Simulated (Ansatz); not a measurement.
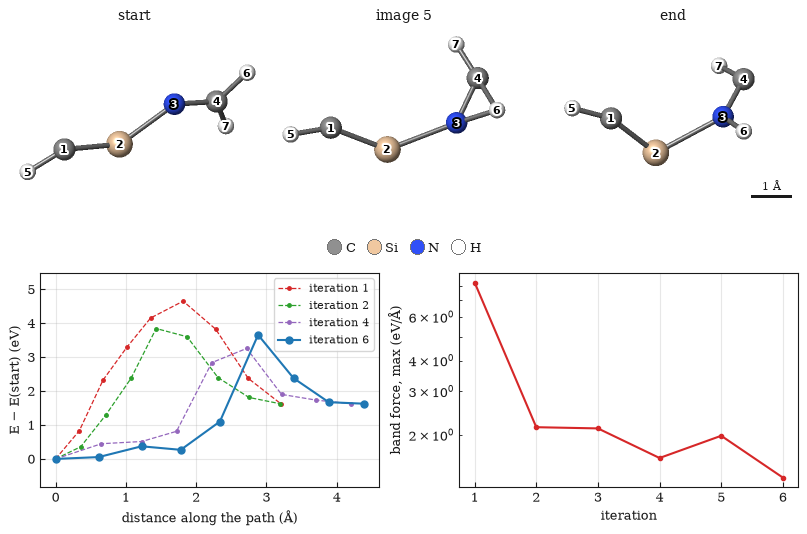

A nudged-elastic-band calculation for C2H3NSi. Images are numbered from 0 (start) to 8 (end). The plot follows the band through its iterations. The picture is a ball-and-stick view, seen from a free direction.

Level of theory: RKS B3LYP-D4/def2-SVP in Ansatz. Run with 7 movable images; climbing image; force threshold 0.05 eV/Å; iteration limit 6; starting path through a guess of the saddle point.

> How did the profile develop, and is the result final?

The result isn't final. The band hadn't converged when the run stopped after 6 iterations. The largest component of the band force went from 8.3 to 1.3 eV/Å. The barrier read from it is provisional: over the last two iterations the highest image moved from 3.26 eV to 3.66 eV. The iteration limit was low. The first iteration put the highest image at 4.65 eV. Forward barrier 3.66 eV, backward barrier 2.03 eV, with image 5 at the top; the reaction energy is +1.63 eV.

The run took 55 s on 1 thread of Intel(R) Xeon(R) 6975P-C (Granite Rapids), with other jobs on the host, peak memory 0.25 GiB.
